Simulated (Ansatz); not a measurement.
A series of calculations on GeH3O2BrCl2

### Relaxation

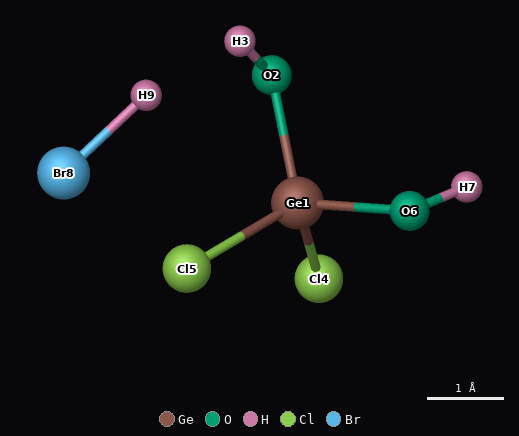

Starting structure of GeH$_{3}$O$_{2}$BrCl$_{2}$. The picture is a ball-and-stick view, seen at a tilt.

The run prepares an end point of a later path (reaction) calculation, from a guessed geometry.

Theory: RKS PBE/def2-SVP in Ansatz 0.2.0.

Input file:
```yaml
crystal:
  periodic: [false, false, false]
  atoms:
    - { symbol: Ge, position_ang: [-0.231514, -0.143557, 0.060259] }
    - { symbol: O, position_ang: [-0.147833, -0.152979, 1.83911] }
    - { symbol: H, position_ang: [-0.958286, 0.244799, 2.218516] }
    - { symbol: Cl, position_ang: [1.788746, -0.401289, -0.624184] }
    - { symbol: Cl, position_ang: [-1.254546, 1.570323, -0.728495] }
    - { symbol: O, position_ang: [-1.232678, -1.50069, -0.50972] }
    - { symbol: H, position_ang: [-0.817236, -2.348247, -0.254531] }
    - { symbol: Br, position_ang: [1.603631, 2.674733, 1.37892] }
    - { symbol: H, position_ang: [1.372417, 1.409206, 2.164824] }
basis:
  gaussian: { orbitals: def2-SVP }
hamiltonian:
  xc: pbe
relax:
  f_tol: 0.03
  max_steps: 50
```

Run as
```bash
ansatz run input.yaml --threads 4 --pin off --max-ram 5120MiB --backend cpu --events-out ev --progress --plain --runs-dir out
```

### What does the optimiser find from here?

The largest move after the best rigid fit is that of Br8, 1.40 Å. By element the largest moves are Br 1.40 Å, Cl 0.71 Å, O 0.58 Å, H 0.45 Å, Ge 0.30 Å. Near-neighbour distances that change, for instance: Br8–H9 1.508 → 1.458 Å, Ge1–O2 1.781 → 1.797 Å, Ge1–O6 1.780 → 1.774 Å. Among the angles between lasting bonds that change: O2–Ge1–Cl5 113.2° → 110.2°, Cl4–Ge1–O6 109.6° → 112.2°, Cl5–Ge1–O6 102.9° → 105.5°. After 17 geometry steps the energy has fallen by 5.19 kcal/mol. Largest force component: 1 eV/Å at the start, 0.019 eV/Å at the end. The forces were under the threshold at step 10, but the run went on from there.

The structure at the end:

```xyz
9

Ge   -0.3946   -0.1955   -0.1808
O    -0.0589    0.3136    1.5098
H    -0.8795    0.5997    1.9603
Cl    1.5455   -0.2858   -1.0915
Cl   -1.7093    1.2075   -1.1297
O    -1.2387   -1.7542   -0.2457
H    -0.6290   -2.4801   -0.0058
Br    2.1974    2.4753    2.6354
H     1.2897    1.4719    2.0926
```

After the run, drawn alike:

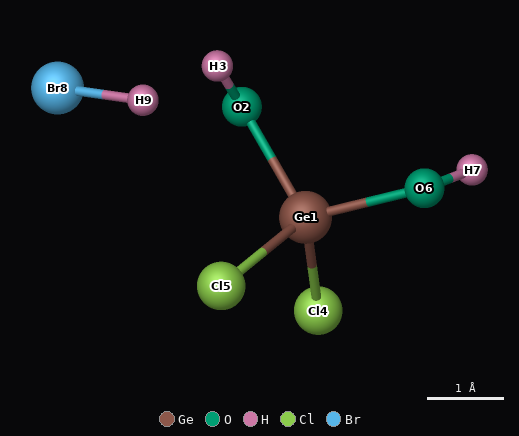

Limits of the set-up: the start holds two separate molecules, 2.2 Å apart at their closest, whose relative position is a soft coordinate and is computed without a dispersion correction.

### Relaxation

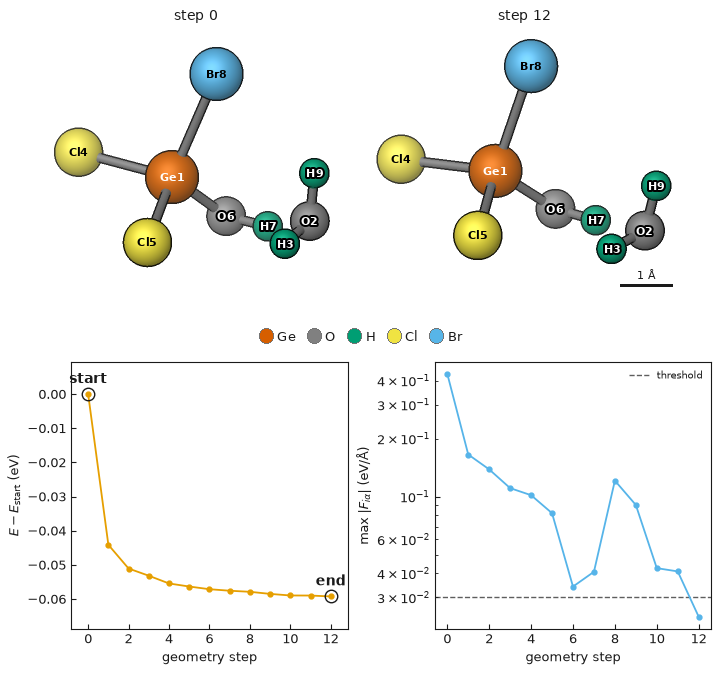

First and last geometry of a relaxation of GeH3O2BrCl2, with the history of the run. The picture is a ball-and-stick view, seen at a tilt.

The run prepares an end point of a later path (reaction) calculation, from a guessed geometry.

Theory: Ansatz, RKS PBE/def2-SVP. Settings: no spin polarisation; force threshold 0.03 eV/Å; at most 50 steps.

Question: Did the run converge, and what did it change?

Answer: It converged. The energy falls by 0.059 eV in 12 geometry steps. Largest force component: 0.43 eV/Å at the start, 0.024 eV/Å at the end. The atom that moves furthest after the best rigid fit is H9 (0.37 Å). Largest moves by element: H 0.37 Å, Br 0.32 Å, O 0.24 Å, Cl 0.19 Å, Ge 0.15 Å. Some distances before and after: Ge1–Br8 2.384 → 2.321 Å, O2–H9 0.991 → 0.977 Å, Ge1–Cl5 2.183 → 2.191 Å, O6–H7 0.999 → 1.005 Å. Bond angles that change, for instance: Ge1–O6–H7 102.5° → 105.5°, Cl5–Ge1–O6 113.4° → 110.4°, Cl4–Ge1–Br8 107.5° → 110.0°.

### Path

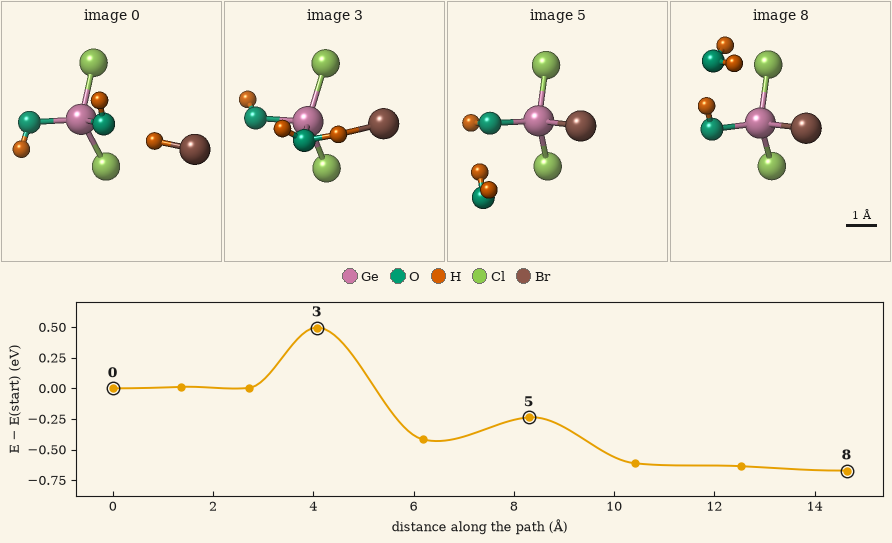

A nudged-elastic-band calculation for GeH3O2BrCl2. Images are numbered from 0 (start) to 8 (end). Style: ball-and-stick. Shown at a tilt.

Computed with RKS PBE/def2-SVP (Ansatz). Set-up: 7 movable images; climbing image; force threshold 0.05 eV/Å; iteration limit 60; starting path through a guess of the saddle point.

Describe the mechanism and the energy profile.

Answer. The path has more than one stage, and so few images may leave a stage unresolved. Breaking: Br–H (1.46 → 3.43 Å), Ge–O (1.80 → 3.30 Å). Forming: Br–Ge (4.67 → 2.32 Å), H–O (1.87 → 0.98 Å). The energy climbs by 0.50 eV to image 3 and then falls by 1.17 eV, so the end point sits at −0.67 eV. The profile has 3 maxima (images 1, 3, 5) with a dip at image 4 (−0.42 eV), so the process runs in steps. The band converged in 54 iterations. The largest component of the band force went from 34 to 0.039 eV/Å. The climbing image converged on the top of the path. Its vibrational analysis gives one imaginary mode (428i cm⁻¹), as a transition state must have.

Cost: 10 min on 4 threads of Arm Neoverse V2 (shared host), peak memory 0.21 GiB.
